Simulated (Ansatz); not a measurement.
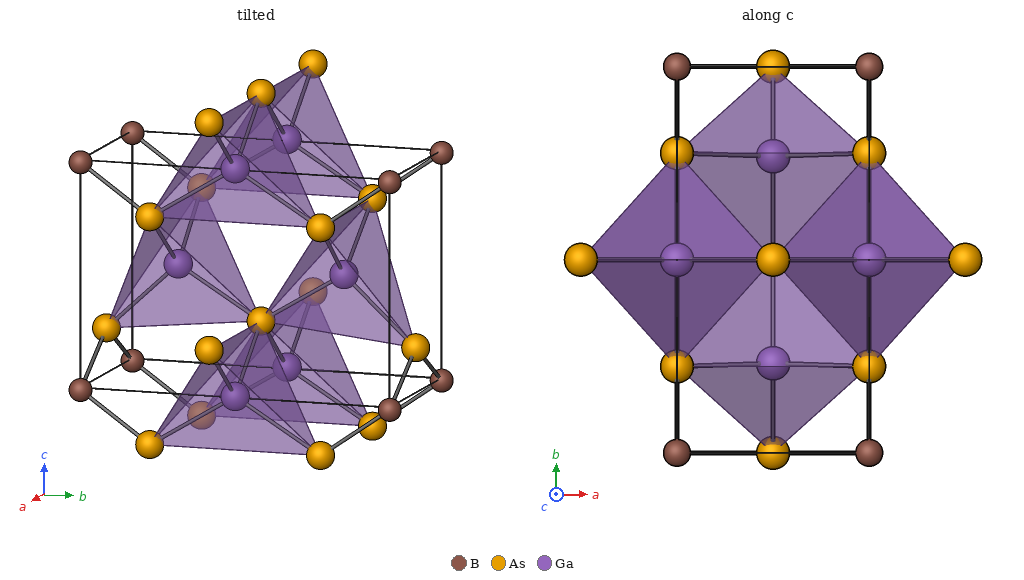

The figure gives a polyhedral picture of the atoms, viewed slightly off an axis and along the c axis. Thin lines show the conventional unit cell, with boundary atoms drawn in all their periodic places. Some neighbours outside the box are added.

Ga3BAs4, space group Pmm2 (No. 25), a = 3.836 Å, b = 7.707 Å, c = 5.478 Å, α = 90.00°, β = 90.00°, γ = 90.00°. Source of the structure: a structure type filled with these elements by a generator (whether the compound takes this form wasn't checked). Earlier steps of the study, as a rule a relaxation of our own, may have changed the cell and positions, so they can lie some per cent off the listed ones. It was run through Ansatz as a DFT input.

This one geometry was computed with Ansatz (DFT, plane waves, PAW) at five levels of theory: PBE with spin-orbit coupling, r2SCAN, PBE0, HSE06 and PBE. It was relaxed beforehand with r2SCAN.

Q: Which level gives the highest pressure at this volume, and what does that say about its equilibrium volume?

A: Highest: PBE with spin-orbit coupling (2.6 GPa) and PBE (2.7 GPa), which points to the largest equilibrium volume. Lowest, with the smallest volume: r2SCAN (0.0 GPa), PBE0 (0.2 GPa) and HSE06 (0.4 GPa). Levels within 0.5 GPa of each other can't be told apart.

Q: How does the band gap change with the level of theory?

A: PBE with spin-orbit coupling: a gap of 0.44 eV, indirect; PBE: a gap of 0.49 eV, indirect; r2SCAN: a gap of 0.76 eV, indirect; HSE06: a gap of 1.20 eV, indirect; PBE0: a gap of 1.85 eV, indirect.

Q: Collect the results in a table.

A:
| level | cutoff (eV) | k-mesh of the run's cell | gap (eV) | pressure (GPa) |
| --- | --- | --- | --- | --- |
| PBE with spin-orbit coupling | 420 | 6×4×6 | 0.44 | 2.6 |
| r2SCAN | 500 | 6×4×6 | 0.76 | 0.0 |
| PBE0 | 420 | 4×2×4 | 1.85 | 0.2 |
| HSE06 | 420 | 4×2×4 | 1.20 | 0.4 |
| PBE | 420 | 6×4×6 | 0.49 | 2.7 |

Gaps are taken on the k-mesh or band path of each run.
